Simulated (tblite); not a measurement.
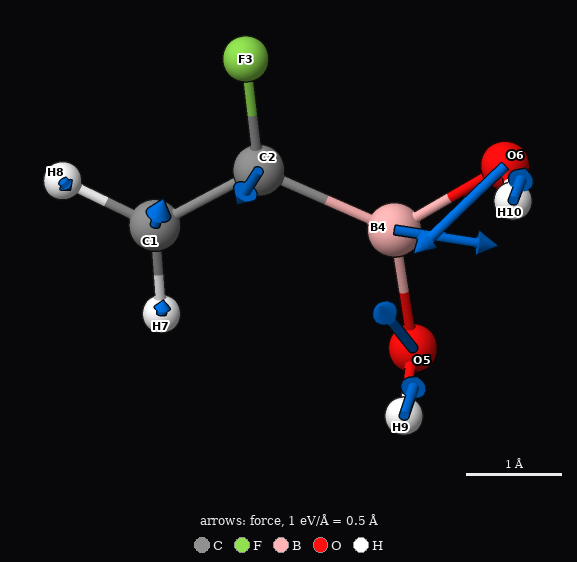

Starting geometry of C2H4BFO2 with the computed forces as blue arrows. The picture is a ball-and-stick view, seen at a tilt.

Method: GFN2-xTB geometry optimisation, gas phase (tblite 0.8.0). 

> Is this structure relaxed? If not, where do the atoms go?

It isn't relaxed: the largest force vector, on O5, is 2.92 eV/Å. The final displacements follow the starting forces only in part (cosine between the two patterns 0.43). The largest move after the best rigid fit is that of H9, 0.77 Å. By element the largest moves are H 0.77 Å, O 0.49 Å, B 0.31 Å, F 0.15 Å, C 0.14 Å. Among the contacts that change: B4–O6 1.462 → 1.347 Å, B4–O5 1.468 → 1.355 Å, O5–H9 0.995 → 0.958 Å, O6–H10 0.984 → 0.957 Å. Bond angles that change, for instance: B4–O6–H10 104.6° → 118.2°, B4–O5–H9 104.1° → 117.2°, O5–B4–O6 119.1° → 124.8°. Groups turn about B4–O6 by about 90°, B4–O5 by about 90°. After 43 geometry steps the energy has fallen by 1.416 eV. Cost: 0.16 s on 1 thread of Arm Neoverse V1, on a shared host.
